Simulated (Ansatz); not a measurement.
# HNO (nitroxyl): RPA@PBE/STO-3G

What is the vertical electron affinity of HNO (nitroxyl) at RPA@PBE/STO-3G? 

The calculation is run with Ansatz 0.2.0.

50 further runs of the same task are left out: 1 that didn't finish, 49 set aside as unsound or not needed.

## Step 1: The system as given

HNO: 3 atoms, total charge 0, spin state singlet. SMILES: `N=O`. Geometry: relaxed at PBE0-D4/def2-TZVP.

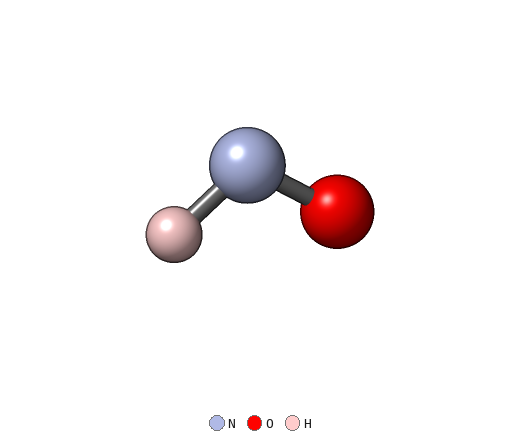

Viewed from a chosen angle; nitrogen light blue, oxygen red, hydrogen pink.

## Step 2: The energy at RPA@PBE/STO-3G

File input.yaml:

```yaml
crystal:
  periodic: [false, false, false]
  atoms:
    - {symbol: N, position_ang: [-0.283700, 0.312790, -0.117160]}
    - {symbol: O, position_ang: [0.755300, 0.397200, 0.456500]}
    - {symbol: H, position_ang: [-0.471600, -0.709980, -0.339350]}
basis:
  gaussian:
    orbitals: STO-3G
accuracy: high
correlation:
  method: rpa
  frozen_orbitals: {H: 0, "N": 1, O: 1}
hamiltonian:
  xc: pbe
```

On the command line:

```sh
$ ansatz run input.yaml --threads 1 --pin off --max-ram 3480MiB --events-out events.jsonl --progress --plain --runs-dir runs
```

The log of the run:

```text
Warning: RAYON_NUM_THREADS=1 ignored (pool sized by the plan → 1); use --threads N
Functional definition: PBE
  name "PBE"
  parameter kappa = 0.804
  parameter beta = 0.06672455060314922
  exchange = pbe_x(kappa = kappa, mu = beta*pi^2/3)
  correlation = pbe_c(beta = beta)
168 factors; integrals over basis functions are off by at most 3.7e-8 eV
mean field evaluation 1: about -3498.0604 eV, gradient 6.8e0 eV
mean field evaluation 2: about -3498.0152 eV, gradient 6.9e0 eV
mean field evaluation 4: about -3498.1017 eV, gradient 6.0e0 eV
mean field evaluation 8: about -3498.1924 eV, gradient 2.9e-3 eV
mean field evaluation 16: about -3498.1924 eV, gradient 3.1e-8 eV
mean field -3498.19241009 eV, -128.5561999107 hartree, gradient 1.9e-8 eV, S^2 0.000000; 1 other end points of the search recorded, 0 dependent functions left out; unrestricted orbitals would lower it
mean field evaluation 32: about -3484.6972 eV, gradient 2.9e-1 eV
2 core orbitals not correlated: weight in the atoms' cores, before any rotation towards them, 1.000 or more for the frozen orbitals, at most 0.000 for the correlated occupied ones
reference -3484.44065989 eV, -128.0508324121 hartree; 6, 6 occupied and 3, 3 virtual orbitals, 168 factors
Total energy: -3490.19963578 eV, -128.2624708727 hartree
```

Wall time 0.56 s (1 thread of AMD EPYC 7R43 (Zen 3), shared host).

## Step 3: The doublet anion

File molecule.yaml:

```yaml
crystal:
  periodic: [false, false, false]
  atoms:
    - {symbol: N, position_ang: [-0.283700, 0.312790, -0.117160]}
    - {symbol: O, position_ang: [0.755300, 0.397200, 0.456500]}
    - {symbol: H, position_ang: [-0.471600, -0.709980, -0.339350]}
basis:
  gaussian:
    orbitals: STO-3G
total_charge: -1
magnetization:
  spin_polarized: true
  initial_magnetization: 1
hamiltonian:
  xc: pbe
correlation:
  method: rpa
  frozen_orbitals: {H: 0, "N": 1, O: 1}
accuracy: high
```

On the command line:

```sh
$ ansatz run molecule.yaml --threads 1 --pin off --max-ram 3480MiB --events-out events.jsonl --progress --plain --runs-dir runs
```

The log of the run (excerpt; [...] marks lines left out):

```text
Warning: RAYON_NUM_THREADS=1 ignored (pool sized by the plan → 1); use --threads N
[... 6 set-up lines as earlier in the session ...]
168 factors; integrals over basis functions are off by at most 3.7e-8 eV
mean field evaluation 1: about -3491.7751 eV, gradient 9.0e0 eV
mean field evaluation 2: about -3491.7534 eV, gradient 9.1e0 eV
mean field evaluation 4: about -3492.2803 eV, gradient 2.8e0 eV
mean field evaluation 8: about -3492.3244 eV, gradient 5.8e-3 eV
mean field evaluation 16: about -3492.3244 eV, gradient 1.2e-8 eV
mean field -3492.32440567 eV, -128.3405547258 hartree, gradient 1.2e-8 eV, S^2 0.750396; 0 other end points of the search recorded, 0 dependent functions left out
2 core orbitals not correlated: weight in the atoms' cores, before any rotation towards them, 1.000 or more for the frozen orbitals, at most 0.000 for the correlated occupied ones
reference -3478.81386479 eV, -127.8440515064 hartree; 7, 6 occupied and 2, 3 virtual orbitals, 168 factors
Total energy: -3482.57034624 eV, -127.9820996534 hartree
```

Wall time 0.7 s (1 thread of AMD EPYC 7R43 (Zen 3), shared host); peak memory 0.12 GiB.

## Step 4: Results

Level: RPA@PBE/STO-3G, 2 core orbitals frozen.

| quantity | value |
| --- | --- |
| singlet HNO: total energy | -128.26247 Eh |
| singlet HNO: RPA correlation energy (valence) | -211.6 mEh |
| doublet anion: total energy | -127.98210 Eh |
| doublet anion: RPA correlation energy (valence) | -138.0 mEh |
| doublet anion: ⟨S²⟩ of the reference determinant | 0.750 |
| vertical electron affinity (to the doublet anion) | -7.629 eV |

What this shows: The anion lies 7.63 eV (736 kJ/mol) above the neutral: the electron isn't bound at this level, and such a value depends on the basis. Without diffuse functions anions come out too high. In a minimal basis such a difference can be off by several eV, whatever the method. The restricted solution (singlet HNO) is unstable to spin breaking: an unrestricted one lies lower.
